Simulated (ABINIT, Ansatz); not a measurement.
# BaZrSe3 (P1): G0W0 with ABINIT, start to end, part 2 of 3

Aim: the G0W0 gap of BaZrSe3 (P1) on PBEsol, step by step.

ABINIT 10.8.3; PBEsol and many-body steps on it, plane waves. Known limits of the many-body steps: not at the basis limit; no spin-orbit coupling; coarse k mesh.

So far. Step 2 (Ground state): The gap is indirect, with the least direct gap 0.54 eV higher.

**3. Bands along the symmetry lines**

Level of this step: DFT, PBEsol, plane waves, norm-conserving pseudopotentials (ABINIT).

The cheap functional maps the bands first; the places of the edges decide which points the dearer methods must see.

The input, run.abi:

```
acell 3*1.0 Angstrom
rprim 
  5.287383000000 -0.000000000000 -0.000000000000
  0.003576000000 5.296392000000 -0.000000000000
  0.007950000000 0.010054000000 5.309462000000
ntypat 3
znucl 56 40 34
natom 5
typat 1 2 3 3 3
xred 
  0.998643000000 0.998478000000 0.998673000000
  0.476578000000 0.490069000000 0.476727000000
  0.488317000000 0.998506000000 0.502693000000
  0.983845000000 0.511636000000 0.518540000000
  0.492614000000 0.501310000000 0.993370000000
pp_dirpath "pseudos"
pseudos "Ba.upf, Zr.upf, Se.upf"
ecut 48
iscf -2
irdden 1
kptopt 0
nkpt 60
kpt 
  0.00000000 0.00000000 0.00000000
  0.00000000 -0.06250000 0.00000000
  0.00000000 -0.12500000 0.00000000
  0.00000000 -0.18750000 0.00000000
  0.00000000 -0.25000000 0.00000000
  0.00000000 -0.31250000 0.00000000
  0.00000000 -0.37500000 0.00000000
  0.00000000 -0.43750000 0.00000000
  0.00000000 -0.50000000 0.00000000
  -0.50000000 0.00000000 0.00000000
  -0.43750000 0.00000000 0.00000000
  -0.37500000 0.00000000 0.00000000
  -0.31250000 0.00000000 0.00000000
  -0.25000000 0.00000000 0.00000000
  -0.18750000 0.00000000 0.00000000
  -0.12500000 0.00000000 0.00000000
  -0.06250000 0.00000000 0.00000000
  0.00000000 0.00000000 0.00000000
  0.00000000 0.00000000 -0.06250000
  0.00000000 0.00000000 -0.12500000
  0.00000000 0.00000000 -0.18750000
  0.00000000 0.00000000 -0.25000000
  0.00000000 0.00000000 -0.31250000
  0.00000000 0.00000000 -0.37500000
  0.00000000 0.00000000 -0.43750000
  0.00000000 0.00000000 -0.50000000
  -0.50000000 -0.50000000 -0.50000000
  -0.43750000 -0.43750000 -0.43750000
  -0.37500000 -0.37500000 -0.37500000
  -0.31250000 -0.31250000 -0.31250000
  -0.25000000 -0.25000000 -0.25000000
  -0.18750000 -0.18750000 -0.18750000
  -0.12500000 -0.12500000 -0.12500000
  -0.06250000 -0.06250000 -0.06250000
  0.00000000 0.00000000 0.00000000
  -0.06250000 0.00000000 -0.06250000
  -0.12500000 0.00000000 -0.12500000
  -0.18750000 0.00000000 -0.18750000
  -0.25000000 0.00000000 -0.25000000
  -0.31250000 0.00000000 -0.31250000
  -0.37500000 0.00000000 -0.37500000
  -0.43750000 0.00000000 -0.43750000
  -0.50000000 -0.00000000 -0.50000000
  0.00000000 -0.50000000 -0.50000000
  0.00000000 -0.43750000 -0.43750000
  0.00000000 -0.37500000 -0.37500000
  0.00000000 -0.31250000 -0.31250000
  0.00000000 -0.25000000 -0.25000000
  0.00000000 -0.18750000 -0.18750000
  0.00000000 -0.12500000 -0.12500000
  0.00000000 -0.06250000 -0.06250000
  0.00000000 0.00000000 0.00000000
  -0.06250000 -0.06250000 0.00000000
  -0.12500000 -0.12500000 0.00000000
  -0.18750000 -0.18750000 0.00000000
  -0.25000000 -0.25000000 0.00000000
  -0.31250000 -0.31250000 0.00000000
  -0.37500000 -0.37500000 0.00000000
  -0.43750000 -0.43750000 0.00000000
  -0.50000000 -0.50000000 -0.00000000
istwfk *1
nband 54
nbdbuf 2
tolwfr 1e-08
nstep 40
prtwf 0
prtvol 0
indata_prefix "in"
outdata_prefix "out"
tmpdata_prefix "tmp"
```

On the command line:

```
OMP_NUM_THREADS=1 mpirun -n 8 abinit run.abi > log
```

Numbers of over 12 decimals in the logs are rounded to 6 here.

Log:

```text
.Version 10.8.3 of ABINIT. v10.8.2 released Aug 2026.

 Symmetries : space group P1 (#  1); Bravais aP (primitive triclinic)
[... echo of the input left out ...]
== DATASET  1 ==================================================================
-   mpi_nproc: 8, omp_nthreads: 1 (-1 if OMP is not activated)

--- !DatasetInfo
iteration_state: {dtset: 1, }
dimensions: {natom: 5, nkpt: 60, mband: 54, nsppol: 1, nspinor: 1, nspden: 1, mpw: 15990, }
cutoff_energies: {ecut:  48.0, pawecutdg:  -1.0, }
electrons: {nelect:   9.40000000E+01, charge:   0.00000000E+00, occopt:   1.00000000E+00, tsmear:   1.00000000E-02, }

 Real(R)+Recip(G) space primitive vectors, cartesian coordinates (Bohr,Bohr^-1):
 R(1)=  9.9917058  0.0000000  0.0000000  G(1)=  0.1000830 -0.0000676 -0.0001497
 R(2)=  0.0067577 10.0087303  0.0000000  G(2)=  0.0000000  0.0999128 -0.0001892
 R(3)=  0.0150233  0.0189993 10.0334291  G(3)=  0.0000000  0.0000000  0.0996668
 Unit cell volume ucvol=  1.0033859E+03 bohr^3
 Angles (23,13,12)=  8.98914470E+01  8.99142097E+01  8.99613152E+01 degrees

 getcut: wavevector=  0.0000  0.0000  0.0000  ngfft=  64  64  64
         ecut(hartree)=     48.000   => boxcut(ratio)=   2.04524

--- Pseudopotential description ------------------------------------------------
- Ba Generated using ONCVPSP code by D. R. Hamann
- 56.00000  10.00000  180301                  znucl, zion, pspdat
12 -116133 2 -1 1936                          pspcod,pspxc,lmax,lloc,mmax
     nproj     2     2     2
  pspatm : epsatm=   22.57506632
         --- l  ekb(1:nproj) -->
             0    6.556682    0.638229
             1    5.348860    0.533728
             2    4.518908    0.934050
 pspatm: atomic psp has been read  and splines computed

- Zr Generated using ONCVPSP code by D. R. Hamann
- 40.00000  12.00000  180301                  znucl, zion, pspdat
12 -116133 2 -1 1604                          pspcod,pspxc,lmax,lloc,mmax
     nproj     2     2     2
  pspatm : epsatm=   18.88750569
         --- l  ekb(1:nproj) -->
[...]
pspatm: atomic psp has been read  and splines computed

- Se Generated using ONCVPSP code by D. R. Hamann
- 34.00000  24.00000  180301                  znucl, zion, pspdat
12 -116133 2 -1 1198                          pspcod,pspxc,lmax,lloc,mmax
     nproj     2     2     2
  pspatm : epsatm=   25.27915816
         --- l  ekb(1:nproj) -->
[...]
pspatm: atomic psp has been read  and splines computed

--------------------------------------------------------------------------------

================================================================================
 prteigrs : about to open file out_EIG
 Non-SCF case, kpt    1 (  0.00000  0.00000  0.00000), residuals and eigenvalues=
  2.90E-09  2.93E-09  3.00E-09  2.70E-09  1.73E-09  1.98E-09  1.52E-09  2.22E-09
  2.02E-09  1.24E-09  3.29E-09  8.56E-09  2.51E-09  2.57E-09  5.63E-09  8.05E-09
[...]
Non-SCF case, kpt   59 ( -0.43750 -0.43750  0.00000), residuals and eigenvalues=
[...]
Non-SCF case, kpt   60 ( -0.50000 -0.50000 -0.00000), residuals and eigenvalues=
[...]
--- !ResultsGS
iteration_state: {dtset: 1, }
comment   : Summary of ground state results
lattice_vectors:
- [  9.9917058,  -0.0000000,  -0.0000000, ]
- [  0.0067577,  10.0087303,  -0.0000000, ]
- [  0.0150233,   0.0189993,  10.0334291, ]
lattice_lengths: [   9.99171,   10.00873,   10.03346, ]
lattice_angles: [ 89.891,  89.914,  89.961, ] # degrees, (23, 13, 12)
lattice_volume:   1.0033859E+03
convergence: {deltae:  0.000E+00, res2:  0.000E+00, residm:  9.991E-09, diffor:  0.000E+00, }
etotal    :  -1.09325098E+03
entropy   :   0.00000000E+00
fermie    :   2.12745016E-01
cartesian_stress_tensor: null
pressure_GPa: null
xred      :
- [  9.9864E-01,   9.9848E-01,   9.9867E-01, Ba]
- [  4.7658E-01,   4.9007E-01,   4.7673E-01, Zr]
- [  4.8832E-01,   9.9851E-01,   5.0269E-01, Se]
- [  9.8385E-01,   5.1164E-01,   5.1854E-01, Se]
- [  4.9261E-01,   5.0131E-01,   9.9337E-01, Se]
cartesian_forces: null
force_length_stats: {min: null, max: null, mean: null, }

 Integrated electronic density in atomic spheres:
 ------------------------------------------------
 Atom  Sphere_radius  Integrated_density
[...]
================================================================================

 ----iterations are completed or convergence reached----

 Mean square residual over all n,k,spin=   51.223E-10; max=  99.914E-10
 reduced coordinates (array xred) for    5 atoms
[...]
0.983845000000      0.511636000000      0.518540000000
       0.492614000000      0.501310000000      0.993370000000

 cartesian coordinates (angstrom) at end:
    1      5.291718     5.298372     5.302416
    2      2.525393     2.600391     2.531164
    3      2.589486     5.293533     2.669029
    4      5.207917     2.715038     2.753168
    5      2.614329     2.665122     5.274260
 length scales=  1.889726125908  1.889726125908  1.889726125908 bohr
              =  1.000000000000  1.000000000000  1.000000000000 angstroms
 prteigrs : about to open file out_EIG
 Eigenvalues (hartree) for nkpt=  60  k points:
 kpt#   1, nband= 54, wtk=  1.00000, kpt=  0.0000  0.0000  0.0000 (reduced coord)
[...]
kpt#   2, nband= 54, wtk=  1.00000, kpt=  0.0000 -0.0625  0.0000 (reduced coord)
[...]
kpt#   3, nband= 54, wtk=  1.00000, kpt=  0.0000 -0.1250  0.0000 (reduced coord)
[...]
kpt#  59, nband= 54, wtk=  1.00000, kpt= -0.4375 -0.4375  0.0000 (reduced coord)
[...]
0.29071    0.29202    0.30438    0.35031    0.36064    0.38860
 kpt#  60, nband= 54, wtk=  1.00000, kpt= -0.5000 -0.5000  0.0000 (reduced coord)
[...]
-0.27735   -0.27733   -0.27130   -0.24179   -0.22234   -0.22216    0.04314    0.06248
   0.07974    0.11226    0.11369    0.13273    0.14307    0.14374    0.20846    0.29090
   0.29285    0.29469    0.30356    0.35012    0.35777    0.39337

== END DATASET(S) ==============================================================
================================================================================

 -outvars: echo values of variables after computation  --------
            nband          54
             nkpt          60
          spgroup           1
 [... the other variables as echoed above ...]

 Calculation completed.
```

Run time: 3.9 min. Hardware: 8 MPI ranks of AMD EPYC 7R43, shared host; peak memory 1.6 GiB.

This step gave:

```yaml
gap: 0.1584 eV
k_of_the_valence_top: -0.5, -0.5, -0.5
k_of_the_conduction_bottom: 0, 0, 0
least_direct_gap: 0.6966 eV
```

The gap is 0.158 eV, as in the run before at this level.

Electronic bands along the path, in eV, zero at the top of the highest filled band:

| point | band 44 | band 45 | band 46 | band 47 | band 48 | band 49 | band 50 | band 51 |
| --- | --- | --- | --- | --- | --- | --- | --- | --- |
| Γ | -1.26 | -0.79 | -0.61 | -0.54 | 0.16 | 0.29 | 0.54 | 1.85 |
| X | -2.45 | -1.96 | -1.12 | -0.91 | 0.58 | 2.19 | 2.25 | 2.29 |
| jump to Y | -2.41 | -1.99 | -1.04 | -0.90 | 0.43 | 2.09 | 2.13 | 2.30 |
| Γ | -1.26 | -0.79 | -0.61 | -0.54 | 0.16 | 0.29 | 0.54 | 1.85 |
| Z | -2.40 | -1.99 | -0.93 | -0.85 | 0.37 | 2.17 | 2.27 | 2.32 |
| jump to R | -3.58 | -0.04 | -0.03 | 0.00 | 2.34 | 2.53 | 2.61 | 3.01 |
| Γ | -1.26 | -0.79 | -0.61 | -0.54 | 0.16 | 0.29 | 0.54 | 1.85 |
| T | -2.16 | -1.87 | -1.85 | -0.14 | 2.13 | 2.20 | 2.20 | 2.56 |
| jump to U | -2.03 | -1.89 | -1.83 | -0.16 | 2.18 | 2.21 | 2.24 | 2.66 |
| Γ | -1.26 | -0.79 | -0.61 | -0.54 | 0.16 | 0.29 | 0.54 | 1.85 |
| V | -2.18 | -1.90 | -1.88 | -0.12 | 2.13 | 2.18 | 2.23 | 2.47 |

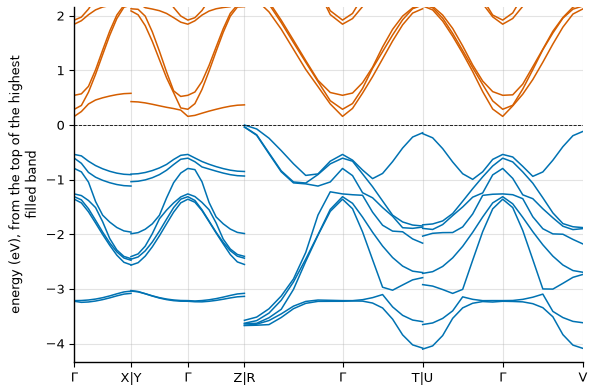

Electronic bands along the path; lines of filled and empty bands in two colours.

**4. Empty states on the mesh, 2×2×2 mesh, 162 bands**

The sums over transitions need many empty states on a uniform mesh; this step solves for them.

The input, run.abi:

```
acell 3*1.0 Angstrom
rprim 
  5.287383000000 -0.000000000000 -0.000000000000
  0.003576000000 5.296392000000 -0.000000000000
  0.007950000000 0.010054000000 5.309462000000
ntypat 3
znucl 56 40 34
natom 5
typat 1 2 3 3 3
xred 
  0.998643000000 0.998478000000 0.998673000000
  0.476578000000 0.490069000000 0.476727000000
  0.488317000000 0.998506000000 0.502693000000
  0.983845000000 0.511636000000 0.518540000000
  0.492614000000 0.501310000000 0.993370000000
pp_dirpath "pseudos"
pseudos "Ba.upf, Zr.upf, Se.upf"
ecut 48
ngkpt 2 2 2
nshiftk 1
shiftk 0 0 0
kptopt 1
chksymbreak 0
iscf -2
irdden 1
istwfk *1
nband 162
nbdbuf 14
tolwfr 1e-09
nstep 60
prtvol 0
indata_prefix "in"
outdata_prefix "out"
tmpdata_prefix "tmp"
```

Log:

```text
.Version 10.8.3 of ABINIT. v10.8.2 released Aug 2026.

 Symmetries : space group P1 (#  1); Bravais aP (primitive triclinic)
[... echo of the input left out ...]
== DATASET  1 ==================================================================
-   mpi_nproc: 8, omp_nthreads: 1 (-1 if OMP is not activated)

--- !DatasetInfo
iteration_state: {dtset: 1, }
dimensions: {natom: 5, nkpt: 8, mband: 162, nsppol: 1, nspinor: 1, nspden: 1, mpw: 15990, }
cutoff_energies: {ecut:  48.0, pawecutdg:  -1.0, }
electrons: {nelect:   9.40000000E+01, charge:   0.00000000E+00, occopt:   1.00000000E+00, tsmear:   1.00000000E-02, }

 Real(R)+Recip(G) space primitive vectors, cartesian coordinates (Bohr,Bohr^-1):
 R(1)=  9.9917058  0.0000000  0.0000000  G(1)=  0.1000830 -0.0000676 -0.0001497
 R(2)=  0.0067577 10.0087303  0.0000000  G(2)=  0.0000000  0.0999128 -0.0001892
 R(3)=  0.0150233  0.0189993 10.0334291  G(3)=  0.0000000  0.0000000  0.0996668
 Unit cell volume ucvol=  1.0033859E+03 bohr^3
 Angles (23,13,12)=  8.98914470E+01  8.99142097E+01  8.99613152E+01 degrees

 getcut: wavevector=  0.0000  0.0000  0.0000  ngfft=  64  64  64
         ecut(hartree)=     48.000   => boxcut(ratio)=   2.04524

--- Pseudopotential description ------------------------------------------------
- Ba Generated using ONCVPSP code by D. R. Hamann
- 56.00000  10.00000  180301                  znucl, zion, pspdat
12 -116133 2 -1 1936                          pspcod,pspxc,lmax,lloc,mmax
     nproj     2     2     2
  pspatm : epsatm=   22.57506632
         --- l  ekb(1:nproj) -->
             0    6.556682    0.638229
             1    5.348860    0.533728
             2    4.518908    0.934050
 pspatm: atomic psp has been read  and splines computed

- Zr Generated using ONCVPSP code by D. R. Hamann
- 40.00000  12.00000  180301                  znucl, zion, pspdat
12 -116133 2 -1 1604                          pspcod,pspxc,lmax,lloc,mmax
     nproj     2     2     2
  pspatm : epsatm=   18.88750569
         --- l  ekb(1:nproj) -->
[...]
pspatm: atomic psp has been read  and splines computed

- Se Generated using ONCVPSP code by D. R. Hamann
- 34.00000  24.00000  180301                  znucl, zion, pspdat
12 -116133 2 -1 1198                          pspcod,pspxc,lmax,lloc,mmax
     nproj     2     2     2
  pspatm : epsatm=   25.27915816
         --- l  ekb(1:nproj) -->
[...]
pspatm: atomic psp has been read  and splines computed

--------------------------------------------------------------------------------

================================================================================
 prteigrs : about to open file out_EIG
 Non-SCF case, kpt    1 (  0.00000  0.00000  0.00000), residuals and eigenvalues=
  4.23E-10  4.73E-10  4.65E-10  1.36E-10  9.83E-10  1.62E-10  1.61E-10  8.15E-10
  2.14E-10  1.43E-10  9.85E-10  1.89E-10  4.83E-10  7.06E-10  5.73E-10  8.31E-10
  7.86E-10  6.30E-10  6.44E-10  8.39E-10  4.79E-10  1.46E-10  1.83E-10  8.31E-10
[...]
1.30E-05  6.18E-05
 -7.3888E+00 -7.3880E+00 -7.3879E+00 -5.1720E+00 -5.1715E+00 -5.1715E+00
 -5.1714E+00 -5.1713E+00 -5.1707E+00 -5.1706E+00 -5.1705E+00 -5.1704E+00
 -1.6108E+00 -1.5119E+00 -1.5113E+00 -1.5112E+00 -1.5112E+00 -1.5111E+00
[...]
1.6794E+00  1.6867E+00  1.6883E+00  1.6908E+00  1.6946E+00  1.7049E+00
  1.7064E+00  1.7079E+00  1.7318E+00  1.7334E+00  1.7410E+00  1.7444E+00
 prteigrs : prtvol=0 or 1, do not print more k-points.

--- !ResultsGS
iteration_state: {dtset: 1, }
comment   : Summary of ground state results
lattice_vectors:
- [  9.9917058,  -0.0000000,  -0.0000000, ]
- [  0.0067577,  10.0087303,  -0.0000000, ]
- [  0.0150233,   0.0189993,  10.0334291, ]
lattice_lengths: [   9.99171,   10.00873,   10.03346, ]
lattice_angles: [ 89.891,  89.914,  89.961, ] # degrees, (23, 13, 12)
lattice_volume:   1.0033859E+03
convergence: {deltae:  0.000E+00, res2:  0.000E+00, residm:  9.980E-10, diffor:  0.000E+00, }
etotal    :  -1.09325098E+03
entropy   :   0.00000000E+00
fermie    :   2.12745016E-01
cartesian_stress_tensor: null
pressure_GPa: null
xred      :
- [  9.9864E-01,   9.9848E-01,   9.9867E-01, Ba]
- [  4.7658E-01,   4.9007E-01,   4.7673E-01, Zr]
- [  4.8832E-01,   9.9851E-01,   5.0269E-01, Se]
- [  9.8385E-01,   5.1164E-01,   5.1854E-01, Se]
- [  4.9261E-01,   5.0131E-01,   9.9337E-01, Se]
cartesian_forces: null
force_length_stats: {min: null, max: null, mean: null, }

 Integrated electronic density in atomic spheres:
 ------------------------------------------------
 Atom  Sphere_radius  Integrated_density
[...]
================================================================================

 ----iterations are completed or convergence reached----

 Mean square residual over all n,k,spin=   46.408E-11; max=  99.797E-11
 reduced coordinates (array xred) for    5 atoms
[...]
0.983845000000      0.511636000000      0.518540000000
       0.492614000000      0.501310000000      0.993370000000

 cartesian coordinates (angstrom) at end:
    1      5.291718     5.298372     5.302416
    2      2.525393     2.600391     2.531164
    3      2.589486     5.293533     2.669029
    4      5.207917     2.715038     2.753168
    5      2.614329     2.665122     5.274260
 length scales=  1.889726125908  1.889726125908  1.889726125908 bohr
              =  1.000000000000  1.000000000000  1.000000000000 angstroms
 prteigrs : about to open file out_EIG
 Eigenvalues (hartree) for nkpt=   8  k points:
 kpt#   1, nband=162, wtk=  0.12500, kpt=  0.0000  0.0000  0.0000 (reduced coord)
[...]
1.61460    1.64163    1.65554    1.65808    1.67060    1.67686    1.67936    1.68665
   1.68832    1.69078    1.69462    1.70494    1.70642    1.70793    1.73181    1.73341
   1.74103    1.74435
 prteigrs : prtvol=0 or 1, do not print more k-points.

== END DATASET(S) ==============================================================
================================================================================

 -outvars: echo values of variables after computation  --------
            nband         162
             nkpt           8
          spgroup           1
 [... the other variables as echoed above ...]

 Calculation completed.
```

It took 2.3 min on 8 MPI ranks; peak memory 1.1 GiB.

This step gave:

```yaml
gap: 0.1584 eV
k_of_the_valence_top: 0.5, 0.5, 0.5
k_of_the_conduction_bottom: 0, 0, 0
least_direct_gap: 0.6966 eV
k_points_computed: 8
lowest_point_of_the_top_converged_band_above_the_valence_top: 36.61 eV
```

On this mesh the gap is 0.158 eV.

**5. Screening, 2×2×2 mesh, 148 bands, screening to 98 eV**

The RPA dielectric matrix is built and inverted for each q.

This step: RPA screening on PBEsol, plane waves, norm-conserving pseudopotentials.

run.abi: that of step 4 with these lines changed.

```diff
@@ -23,10 +23,11 @@
 chksymbreak 0
-iscf -2
-irdden 1
 istwfk *1
-nband 162
-nbdbuf 14
-tolwfr 1e-09
-nstep 60
-prtvol 0
+occopt 1
+irdwfk 1
+optdriver 3
+nband 148
+ecuteps 3.6
+inclvkb 2
+awtr 1
+symchi 1
 indata_prefix "in"
```

Log:

```text
.Version 10.8.3 of ABINIT. v10.8.2 released Aug 2026.

 Symmetries : space group P1 (#  1); Bravais aP (primitive triclinic)
[... echo of the input left out ...]
== DATASET  1 ==================================================================
-   mpi_nproc: 8, omp_nthreads: 1 (-1 if OMP is not activated)

--- !DatasetInfo
iteration_state: {dtset: 1, }
dimensions: {natom: 5, nkpt: 8, mband: 148, nsppol: 1, nspinor: 1, nspden: 1, mpw: 15990, }
cutoff_energies: {ecut:  48.0, pawecutdg:  -1.0, }
electrons: {nelect:   9.40000000E+01, charge:   0.00000000E+00, occopt:   1.00000000E+00, tsmear:   1.00000000E-02, }

 SCREENING: Calculation of the susceptibility and dielectric matrices

 Based on a program developped by R.W. Godby, V. Olevano, G. Onida, and L. Reining.
 Incorporated in ABINIT by V. Olevano, G.-M. Rignanese, and M. Torrent.
.Using double precision arithmetic ; gwpc =  8

[... cell and pseudopotentials left out ...]
--------------------------------------------------------------------------------

 ==== K-mesh for the wavefunctions ====
 Number of points in the irreducible wedge :     8
[... list of points left out ...]
 Together with  1 symmetry operations and time-reversal symmetry
 yields     8 points in the full Brillouin Zone.

 ==== Q-mesh for the screening function ====
 Number of points in the irreducible wedge :     8
[... list of points left out ...]
 Together with  1 symmetry operations and time-reversal symmetry
 yields     8 points in the full Brillouin Zone.

 setmesh: FFT mesh size selected  =    40x   40x   40
          total number of points  =        64000

 vcoul_init : cutoff-mode = AUXILIARY_FUNCTION
 q-points for optical limit:   1
     1)      0.000010    0.000020    0.000030

- screening: taking advantage of time-reversal symmetry
- Maximum band index for partially occupied states nbvw = 47
- Remaining bands to be divided among processors   nbcw = 101
- Number of bands treated by each node ~12

 Number of electrons calculated from density =   94.0000; Expected =   94.0000
 average of density, n =  0.093683
 r_s =    1.3659
 omega_plasma =   29.5247 [eV]

 calculating chi0 at frequencies [eV] :
  1    0.000000E+00    0.000000E+00
  2    0.000000E+00    2.952470E+01

--------------------------------------------------------------------------------
  q-point number  1        q = ( 0.000000, 0.000000, 0.000000) [r.l.u.]
--------------------------------------------------------------------------------
[... chi0 elements left out ...]
 For q-point:  0.000010 0.000020 0.000030
  dielectric constant =  24.4598
  dielectric constant without local fields =  31.1399

  Average fulfillment of the sum rule on Im[epsilon] for q-point    1 :     34.82  [%]
[... wings left out ...]
  q-point number  2        q = ( 0.500000, 0.000000, 0.000000) [r.l.u.]
--------------------------------------------------------------------------------
[... chi0 elements left out ...]
  Average fulfillment of the sum rule on Im[epsilon] for q-point    2 :     38.32  [%]

 [... 6 further q-points ...]
```

Wall time 1.9 min (8 MPI ranks); peak memory 5.8 GiB; 15 min of CPU time.

This step gave:

- ε∞ with local fields, on this mesh, along the program's q direction: 24.46
- the same without local fields: 31.14
- plasma frequency: 29.52 eV
- plane waves in the screening matrix: 341

Local fields lower ε∞ by 21 %. On a Γ-centred mesh this coarse the value itself is usually too large, while a short band sum pulls it down.

(Continued in part 3 of 3.)

[Paths, hosts, dates, memory and timing lines, banners, echoed tables and standing remarks are left out of the program output.]

[Logs are printed without paths, hosts, clocks, repeated set-up lines and the standing remarks that a program may print on its own settings, such as how far it seeks lower states.]

[Runs of the session that timed out or met a known fault of the program may be left out.]

[Hosts, paths, dates, database ids (printed as entryN), source tags and the programs' standing remarks are cut or masked in the printed files.]

[G0W0 gaps are taken among the corrected bands and points alone; a level outside them can change the order at an edge.]

[Where Ansatz stands beside ABINIT at settings called matched, ABINIT's density can come from a denser mesh and the files from another edition; pairs whose starting gaps differed by over 0.03 eV were left out, so agreement reads better than it is.]
